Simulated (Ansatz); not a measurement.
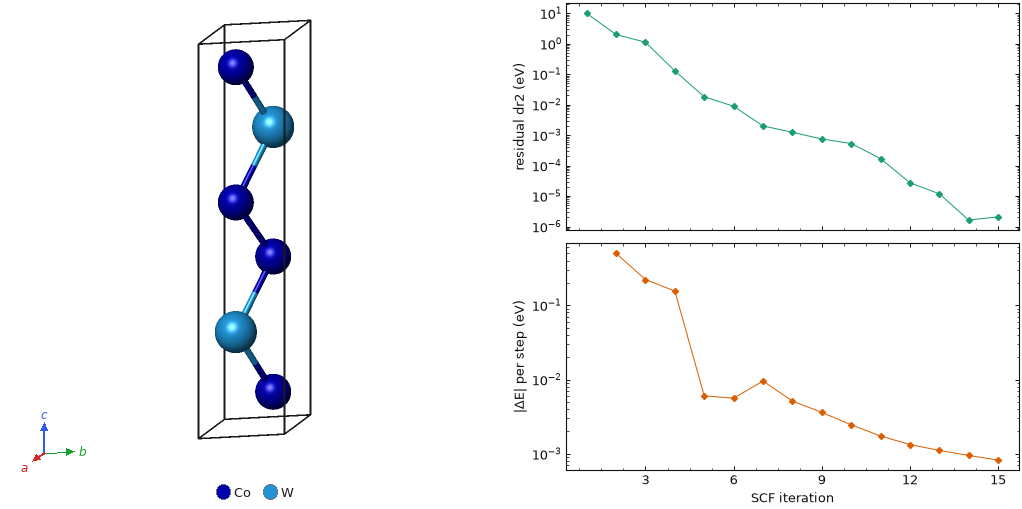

Beside the plot: the structure in its conventional cell.

The plot shows the SCF iterations of a calculation: density residual dr2, step-to-step change of the Harris–Foulkes energy.

Co2W (6 atoms in the cell), run with Ansatz.

```
crystal:
  lattice:
    - [2.6826303198, 0.0, 0.0]
    - [-1.3413151599, 2.3232260059, 0.0]
    - [0.0, 0.0, 12.3322830377]
  atoms:
    - { symbol: Co, position: [0.6666666667, 0.3333333333, 0.57854249], spin: 1.14, spin_axis: [0, 0, 1] }
    - { symbol: Co, position: [0.6666666667, 0.3333333333, 0.92145751], spin: 1.14, spin_axis: [0, 0, 1] }
    - { symbol: Co, position: [0.3333333333, 0.6666666667, 0.07854249], spin: 1.14, spin_axis: [0, 0, 1] }
    - { symbol: Co, position: [0.3333333333, 0.6666666667, 0.42145751], spin: 1.14, spin_axis: [0, 0, 1] }
    - { symbol: W, position: [0.6666666667, 0.3333333333, 0.25], spin: 0.15, spin_axis: [0, 0, -1] }
    - { symbol: W, position: [0.3333333333, 0.6666666667, 0.75], spin: 0.15, spin_axis: [0, 0, -1] }
basis:
  ecutwfc: 420
  ecutrho_ratio: 6
kpoints:
  mp_grid: { grid: [18, 18, 4] }
hamiltonian:
  xc: pbe
  pseudopotentials: { kind: paw_fr }
scf:
  occupations: { method: gaussian, width: 0.1 }
output:
  forces: true
  eigenvalues: true
  stress: true
magnetization:
  noncollinear: true
  spin_orbit: true
```

Command:
```bash
ansatz run input.yaml --threads 1 --pin off --max-ram 2560MiB --backend cpu --events-out ev --progress --plain --runs-dir out
```

> How did this run end?

It was still iterating, at step 15, when the time limit ended it. The residual wanders between about 1.6 × 10⁻⁶ and 7 × 10⁻⁴ over the last 7 steps, with no lasting fall.

> What is the residual at the start and at the end?

It starts near 10 and ends near 2 × 10⁻⁶ eV.
